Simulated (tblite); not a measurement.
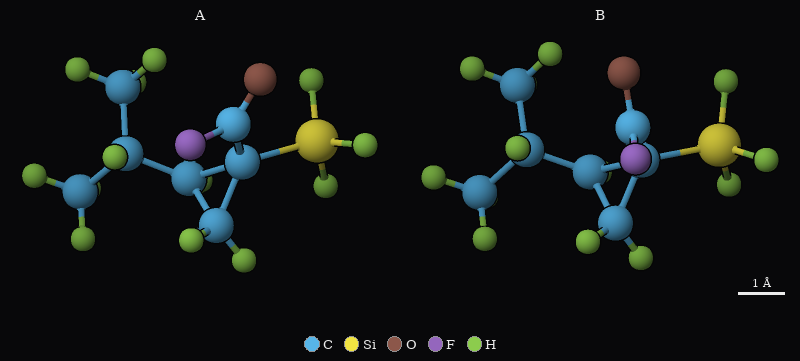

Two geometries of C₇H₁₃FOSi, drawn at one scale. One is the start of a relaxation, the other its converged end. The picture is a ball-and-stick view, seen at a tilt.

These are results of GFN2-xTB geometry optimisation, gas phase in tblite 0.8.0, not measurements. 

### Which geometry has the lower energy?

Structure A is the relaxed one. The largest move after the best rigid fit is that of the F atom, 1.11 Å. Largest moves by element: F 1.11 Å, O 0.82 Å, H 0.42 Å, C 0.23 Å, Si 0.16 Å. Among the contacts that change: C–O 1.228 → 1.190 Å, C–F 1.342 → 1.374 Å, H–Si 1.487 → 1.458 Å, C–C 1.474 → 1.446 Å. Bond angles that change, for instance: C–C–H 118.9° → 113.4°, C–C–Si 118.0° → 123.1°, C–Si–H 109.2° → 105.1°. Groups turn about C–C by about 55°. After 138 geometry steps the energy has fallen by 7.09 kcal/mol. Cost: 1.3 s on 1 thread of Arm Neoverse V1, with other jobs on the host.
